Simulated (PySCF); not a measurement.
C$_{7}$H$_{11}$BSi

```yaml
atoms:
  - { symbol: C, position_ang: [-0.8798, 1.9018, -0.7146] }
  - { symbol: C, position_ang: [-1.2517, 1.2309, 0.2056] }
  - { symbol: C, position_ang: [-1.6836, 0.3908, 1.2939] }
  - { symbol: C, position_ang: [-2.4337, -0.8288, 0.7557] }
  - { symbol: Si, position_ang: [-0.1591, -0.1303, 2.3704] }
  - { symbol: B, position_ang: [1.0586, -1.2667, 1.3312] }
  - { symbol: C, position_ang: [1.6850, -0.7228, 0.0978] }
  - { symbol: C, position_ang: [2.1606, -0.2598, -0.9165] }
  - { symbol: C, position_ang: [2.7279, 0.2910, -2.1223] }
  - { symbol: H, position_ang: [-0.5722, 2.5067, -1.5142] }
  - { symbol: H, position_ang: [-2.3670, 0.9764, 1.9182] }
  - { symbol: H, position_ang: [-3.3168, -0.5245, 0.1933] }
  - { symbol: H, position_ang: [-1.7941, -1.4084, 0.0911] }
  - { symbol: H, position_ang: [-2.7524, -1.4695, 1.5762] }
  - { symbol: H, position_ang: [-0.7771, -0.7499, 3.5648] }
  - { symbol: H, position_ang: [0.4068, 1.1434, 2.8577] }
  - { symbol: H, position_ang: [1.3001, -2.3777, 1.6297] }
  - { symbol: H, position_ang: [2.8328, -0.4825, -2.8836] }
  - { symbol: H, position_ang: [2.0956, 1.0915, -2.5059] }
  - { symbol: H, position_ang: [3.7149, 0.6991, -1.9026] }
```

Geometry: GFN2-xTB.

These are results of PySCF, PBE0/pcSseg-1, SCF density, gas phase, non-relativistic, not measurements.

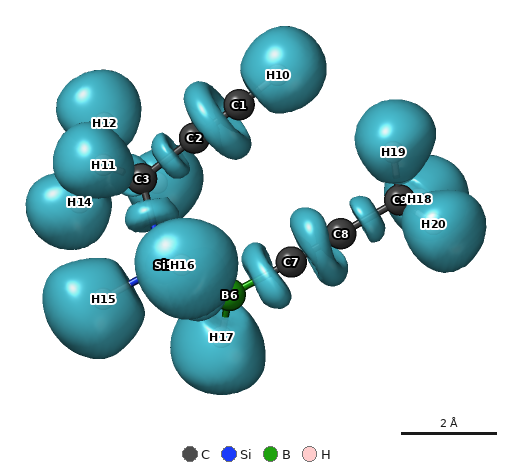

Figure 1. Isosurface of the electron localisation function at 0.8 (cyan), seen across its widest extent. Core shells and regions of very low density are left out.

What do the ELF domains correspond to?

Answer. At this value the surface marks out one region between bonded B–C atoms (shared pairs), one region between bonded B–Si atoms (shared pairs), five regions between bonded C–C atoms (shared pairs), one region between bonded C–Si atoms (shared pairs) and eleven regions around hydrogen nuclei.


C–C (1.20 Å): the ELF peaks at about 0.85 between the atoms; a short, multiple covalent bond. C–B (1.49 Å): the ELF peaks at about 0.95 between the atoms: a covalent bond.

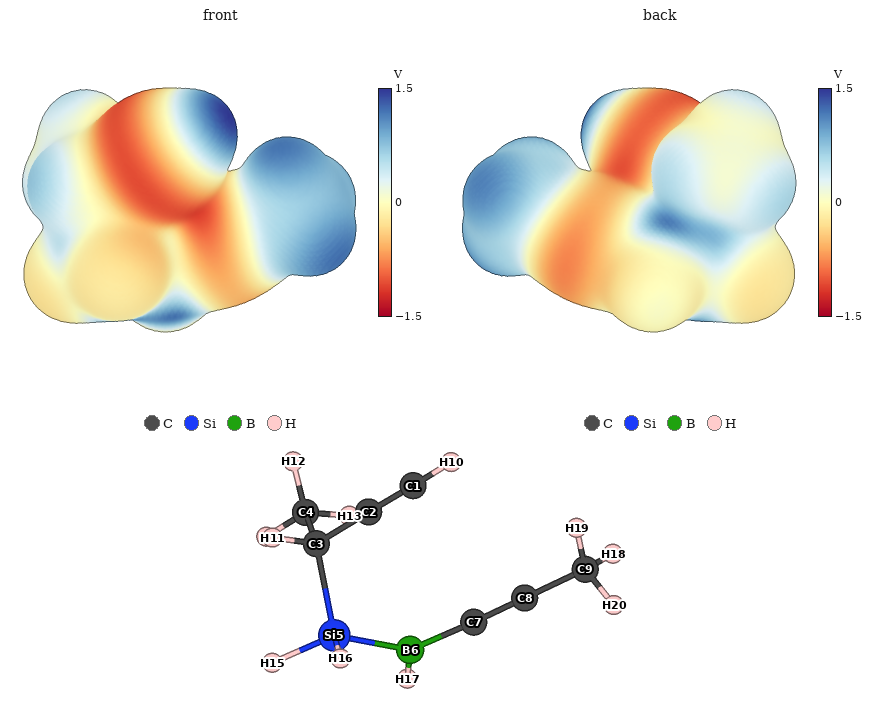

Figure 2. The molecular electrostatic potential painted on the density surface at 0.002 e/bohr³, seen from the front and from behind; the colour scale runs from red (negative) to blue (positive). The bare structure is drawn below in the same view.

Where is the surface potential most negative and most positive?

Answer. The most negative region (about −1.1 V, or −25 kcal/mol for a unit charge) lies over C1, C2, C7 and C8, the most positive (about +1.4 V, or +32 kcal/mol for a unit charge) over H10.

How polar is the molecule by this calculation?

Answer. Its dipole moment is 2.20 D.

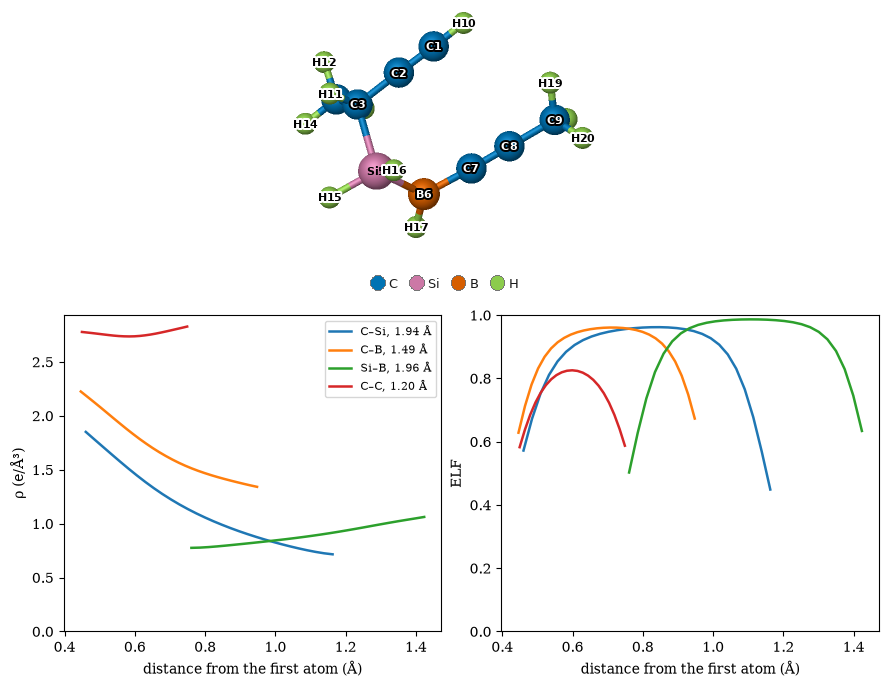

Figure 3. Electron density and electron localisation function along straight lines between neighbouring atoms. The curves leave out the atomic cores. The structure is drawn too.

What can be read from the curves?

Answer. C–Si (1.94 Å): the density is about 0.85 e/Å³ at the midpoint; the ELF peaks at about 0.95 between the atoms, as expected for a covalent bond.
C–B (1.49 Å): ρ at the midpoint is about 1.5 e/Å³; the ELF peaks at about 0.95 between the atoms (a covalent bond).
Si–B (1.96 Å): ρ at the midpoint is about 0.84 e/Å³; the ELF peaks at about 1 between the atoms, as expected for a covalent bond.
C–C (1.20 Å): the density is about 2.7 e/Å³ at the midpoint; the ELF peaks at about 0.85 between the atoms (a multiple bond).
